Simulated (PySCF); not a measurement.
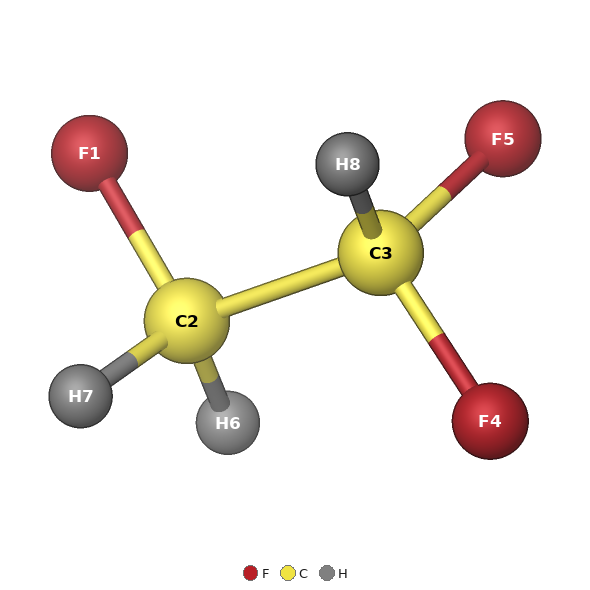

Geometry: an image of a reaction path computed with GFN2-xTB, not a minimum. Level of theory: B3LYP/pcJ-1 indirect spin-spin coupling, non-relativistic, gas phase (PySCF 2.14.0). Isotopes: 13C, 19F, 1H.

Give the spin–spin coupling constants of these pairs, with the number of bonds between them: F1/C2, F1/H6, C3/H7, F4/H8, F4/F5, H6/H7, F1/H8, F5/H6, H7/H8.

```
  pair  bonds apart  J (Hz)
F1, C2            1  −236.5
F1, H6            2    53.1
C3, H7            2     4.2
F4, H8            2    59.6
F4, F5            2   292.2
H6, H7            2    −9.5
F1, H8            3     0.7
F5, H6            3     9.7
H7, H8            3     2.7
```

Density functionals are unreliable for couplings to fluorine, so those rows may be far off.
